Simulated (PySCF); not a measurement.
# CH3BClFO (SMILES BC(O)(F)Cl) at 6 levels

Wanted: a comparison of 6 runs (HF/STO-3G, HF/3-21G, HF/def2-SVP, TPSS/6-31G*, B3LYP/6-31G*, PBE/6-311+G**) of CH3BClFO. 

The results are computed with PySCF 2.14.0.

### 1 Starting point

The species is CH3BClFO (8 atoms), meant as a singlet with charge 0. SMILES: `BC(O)(F)Cl`. The shape is that of a PBE0-D4/def2-TZVP optimisation. This is one conformer, not always the lowest.

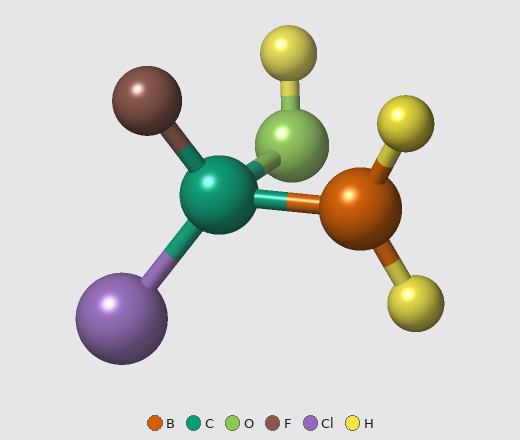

The structure, seen from a chosen angle (boron orange, carbon teal, oxygen green, fluorine brown, chlorine purple, hydrogen yellow).

### 2 Energy and forces at HF/STO-3G (run 1)

job.py

```python
from pyscf import gto

mol = gto.M(
    atom='''
B     -0.938627     1.579622     0.371709
C      1.239660    -0.237539    -0.319364
O     -1.083002    -1.686203    -0.637216
F      2.652609    -1.345107     1.481167
Cl     2.925485    -0.173477    -3.145827
H     -1.505167     1.686014     2.549052
H     -1.873852     2.842904    -1.228322
H     -1.242684    -2.774307     0.823732
''',
    charge=0,
    basis='sto-3g',
    verbose=4,
    spin=0,
    unit='bohr',
    max_memory=1860,
)

mf = mol.RHF()
mf.conv_tol = 1e-10
mf.kernel()
if not mf.converged:
    mf = mf.newton().run(mf.mo_coeff, mf.mo_occ)

etot = mf.e_tot
print(f'total energy: {etot:.8f} hartree')
grad = mf.nuc_grad_method().kernel()
mf.analyze()
```

Launch:

```
$ OMP_NUM_THREADS=1 python job.py
```

The log of the run:

```text
PySCF version 2.14.0

[... 78 lines left out ...]
One-electron Energy =                -1400.982221861715061
[... 6 lines left out ...]
MO #2   energy= -26.0089750333031  occ= 2
[... 4 lines left out ...]
MO #7   energy= -7.83735018940818  occ= 2
[... 4 lines left out ...]
MO #12  energy= -1.0725149512923   occ= 2
[... 4 lines left out ...]
MO #17  energy= -0.576954745353062 occ= 2
[... 4 lines left out ...]
MO #22  energy= -0.425426223713295 occ= 2
[... 4 lines left out ...]
MO #27  energy= 0.45406343548785   occ= 0
[... 4 lines left out ...]
MO #32  energy= 0.836371731632216  occ= 0
[... 43 lines left out ...]
Dipole moment(X, Y, Z, Debye): -1.10931, -1.33352,  1.99355
```

It took 2.3 s on 1 thread of Intel Xeon at 2.70GHz, shared host; peak memory 0.12 GiB.

### 3 Energy and gradient at HF/3-21G (run 2)

run.py

```python
from pyscf import gto

mol = gto.M(
    atom='''
B     -0.496700     0.835900     0.196700
C      0.656000    -0.125700    -0.169000
O     -0.573100    -0.892300    -0.337200
F      1.403700    -0.711800     0.783800
Cl     1.548100    -0.091800    -1.664700
H     -0.796500     0.892200     1.348900
H     -0.991600     1.504400    -0.650000
H     -0.657600    -1.468100     0.435900
''',
    basis='3-21g',
    verbose=4,
    max_memory=1860,
)

hf = mol.RHF()
hf.conv_tol = 1e-10
hf.kernel()
if not hf.converged:
    hf = hf.newton().run(hf.mo_coeff, hf.mo_occ)

etot = hf.e_tot
print('Final energy', etot)
grad = hf.nuc_grad_method().kernel()
hf.analyze()
```

Launch:

```
$ OMP_NUM_THREADS=1 python run.py
```

The log of the run:

```text
PySCF version 2.14.0

[... 84 lines left out ...]
Two-electron Coulomb Energy =          541.756458827967322
[... 9 lines left out ...]
MO #7   energy= -7.97714818844026  occ= 2
[... 7 lines left out ...]
MO #15  energy= -0.773043469457303 occ= 2
[... 7 lines left out ...]
MO #23  energy= -0.480052692687547 occ= 2
[... 7 lines left out ...]
MO #31  energy= 0.384825892819409  occ= 0
[... 7 lines left out ...]
MO #39  energy= 0.812549760760963  occ= 0
[... 7 lines left out ...]
MO #47  energy= 1.77634137957142   occ= 0
[... 7 lines left out ...]
MO #55  energy= 4.13993136191133   occ= 0
[... 66 lines left out ...]
Dipole moment(X, Y, Z, Debye): -0.98962, -0.73158,  1.63552
```

Run time: 2.6 s. Hardware: 1 thread of Intel Xeon at 2.70GHz, shared host; peak memory 0.13 GiB.

Run 3 isn't shown in full; the table further down has it.

### 4 Energy and forces at TPSS/6-31G(d) (spherical functions) (run 4)

geometry.xyz

```xyz
8
CH3BClFO
B     -0.496700     0.835900     0.196700
C      0.656000    -0.125700    -0.169000
O     -0.573100    -0.892300    -0.337200
F      1.403700    -0.711800     0.783800
Cl     1.548100    -0.091800    -1.664700
H     -0.796500     0.892200     1.348900
H     -0.991600     1.504400    -0.650000
H     -0.657600    -1.468100     0.435900
```

job.py

```python
from pyscf import gto, dft

mol = gto.M(
    atom='geometry.xyz',
    basis='6-31g*',
    verbose=4,
    max_memory=1860,
    spin=0,
)

calc0 = dft.RKS(mol)
calc0.xc = 'tpss'
calc0.grids.level = 5
calc0.conv_tol = 1e-10
calc0.kernel()
if not calc0.converged:
    calc0 = calc0.newton().run(calc0.mo_coeff, calc0.mo_occ)

etot = calc0.e_tot
print('E = %.10f Eh' % etot)
grad = calc0.nuc_grad_method().kernel()
dip = calc0.dip_moment()
pop, q = calc0.mulliken_pop()
```

Launch:

```
$ OMP_NUM_THREADS=1 python job.py
```

The log of the run:

```text
PySCF version 2.14.0

[... 79 lines left out ...]
converged SCF energy = -700.009727390348
[... 13 lines left out ...]
Dipole moment(X, Y, Z, Debye): -0.72417, -1.40904,  1.26591
[... 89 lines left out ...]
charge of    7H =      0.44097
```

Wall time 58 s (1 thread of Intel Xeon at 2.70GHz, shared host); peak memory 0.79 GiB.

Run 5 isn't shown in full; the table further down has it.

### 5 Energy and forces at PBE/6-311+G(d,p) (run 6)

input.py

```python
import pyscf.grad
from pyscf import gto, dft

mol = gto.M(
    atom='''
B     -0.496700     0.835900     0.196700
C      0.656000    -0.125700    -0.169000
O     -0.573100    -0.892300    -0.337200
F      1.403700    -0.711800     0.783800
Cl     1.548100    -0.091800    -1.664700
H     -0.796500     0.892200     1.348900
H     -0.991600     1.504400    -0.650000
H     -0.657600    -1.468100     0.435900
''',
    verbose=4,
    spin=0,
    max_memory=1860,
    basis='6-311+g**',
    charge=0,
)

mf = dft.RKS(mol)
mf.xc = 'pbe'
mf.grids.level = 5
mf.conv_tol = 1e-10
mf.kernel()
if not mf.converged:
    mf = mf.newton().run(mf.mo_coeff, mf.mo_occ)

energy = mf.e_tot
print('E = %.10f Eh' % energy)
grad = mf.Gradients().kernel()
dip = mf.dip_moment()
pop, q = mf.mulliken_pop()
```

Launch:

```
$ OMP_NUM_THREADS=1 python input.py
```

The log of the run:

```text
PySCF version 2.14.0

[... 83 lines left out ...]
converged SCF energy = -699.622283248453
[... 13 lines left out ...]
Dipole moment(X, Y, Z, Debye): -0.84594, -1.15638,  1.01794
[... 145 lines left out ...]
charge of    7H =      0.30073
```

Run time: 77 s. Hardware: 1 thread of Intel Xeon at 2.70GHz, shared host; peak memory 1.5 GiB.

### 6 Overview of the runs

```csv
run,level,integration grid,Cartesian functions,energy (Eh),dipole moment (D),HOMO energy (eV),LUMO energy (eV),wall time
1,HF/STO-3G,–,no,-689.956942,2.64,-9.94,8.69,2.3 s
2,HF/3-21G,–,no,-694.532756,2.05,-12.14,4.01,2.6 s
3,HF/def2-SVP,–,no,-697.716544,1.59,-12.05,3.52,8.7 s
4,TPSS/6-31G* (spherical functions),5,no,-700.009727,2.03,-7.10,-0.55,58 s
5,B3LYP/6-31G* (Cartesian functions),5,yes,-699.978252,1.93,-8.18,0.02,55 s
6,PBE/6-311+G**,5,no,-699.622283,1.76,-7.33,-1.54,77 s
```

### 7 What came out

```
                       quantity          value
            run 6: total energy  -699.62228 Eh
           run 6: dipole moment         1.76 D
             run 6: HOMO energy       -7.33 eV
             run 6: LUMO energy       -1.54 eV
           run 6: HOMO–LUMO gap        5.79 eV
run 6: largest force on an atom     1.023 eV/Å
```

The dipole moment (its size) runs from 1.59 D (HF/def2-SVP) to 2.64 D (HF/STO-3G). The HOMO–LUMO gap runs from 5.79 eV (PBE/6-311+G**) to 18.63 eV (HF/STO-3G). The two ends differ in method and basis. Totals of different functionals can't be ranked against each other. In run 1 the basis is minimal, so the values are rough. All runs together took 3.4 min, the longest 77 s.
